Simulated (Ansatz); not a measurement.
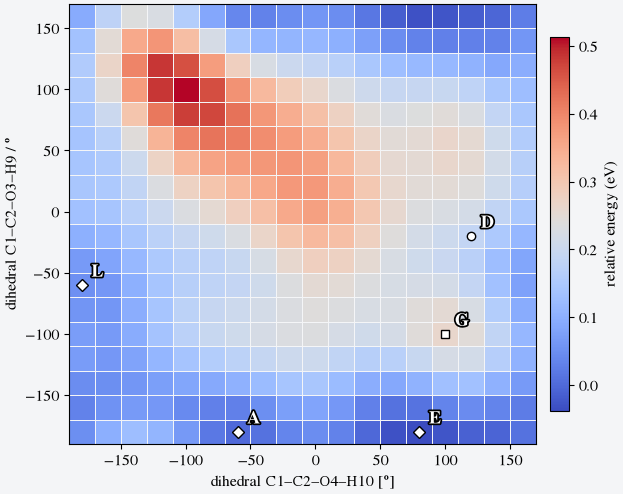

C2H5ClO2, SMILES CC(O)(O)Cl. The first coordinate is: dihedral C1–C2–O4–H10; the second: dihedral C1–C2–O3–H9. Nothing is relaxed (all other coordinates rigid). Grid: 18 × 18 points. Energies are in eV, from the relaxed molecule at the same level. The calculation used Ansatz 0.2.0, RKS PBE0-D4/def2-SVP.

In the figure: one coloured cell a grid point, lettered points.

What kind of point is each of A, D, E, G, L: minimum, saddle, maximum or slope?

A: minimum; D: on a slope; E: minimum; G: maximum; L: minimum. (In these two coordinates alone; a stationary point may lie a little off the grid point.)

Rank the lettered points by energy, lowest first.

E (−0.038 eV), A (0.000 eV), L (0.051 eV), D (0.186 eV), G (0.264 eV).
